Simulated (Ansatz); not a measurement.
The calculation's input:

```
crystal:
  periodic: [false, false, false]
  atoms:
    - {symbol: C, position_ang: [0.048150, -1.394725, -0.171455]}
    - {symbol: O, position_ang: [-0.126431, -0.372558, 0.799590]}
    - {symbol: Ge, position_ang: [-0.059639, 1.304841, 0.352431]}
    - {symbol: F, position_ang: [-1.222767, 1.610057, -0.880263]}
    - {symbol: F, position_ang: [1.442455, 1.624550, -0.426775]}
    - {symbol: H, position_ang: [-0.036644, -2.349901, 0.347878]}
    - {symbol: H, position_ang: [1.033854, -1.335429, -0.641792]}
    - {symbol: H, position_ang: [-0.721919, -1.345427, -0.946678]}
    - {symbol: H, position_ang: [-0.268658, 2.212391, 1.549965]}
basis:
  gaussian: {orbitals: def2-TZVPP}
hamiltonian: {xc: pbe0, dispersion: d4}
output: {orbitals: {seedname: orbitals}}
```

Launched as:

```sh
ansatz run in.yaml --threads 4 --pin off --events-out ev --progress --plain --max-ram 10444MiB
```

Geometry: PBE0-D4/def2-TZVP.

These are results of Ansatz 0.2.0, RKS PBE0-D4/def2-TZVPP, not measurements.

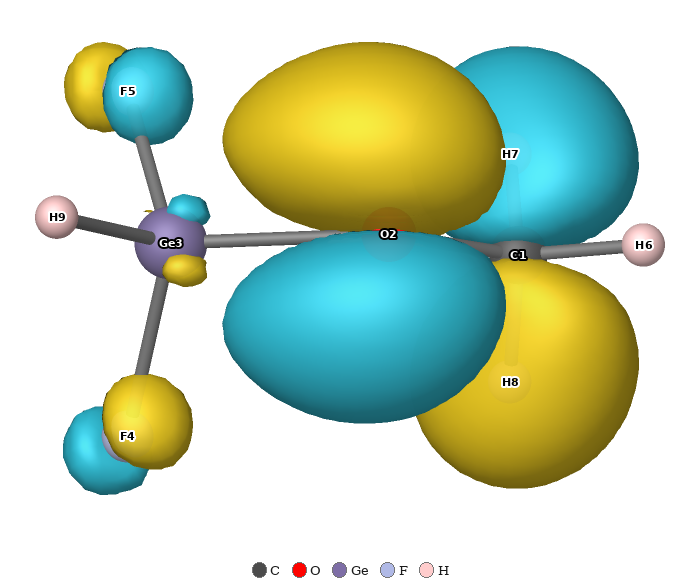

CH$_{4}$F$_{2}$GeO. The HOMO at ±0.1 Å⁻³ᐟ² (yellow and cyan are the two phases), seen at a tilt.

Q: Describe this orbital and give its energy.

A: By Hirshfeld shares it lies mainly on O2 (about 60 %), C1 (about 15 %), H7 (about 10 %) and H8 (about 10 %). Its energy is −8.84 eV.
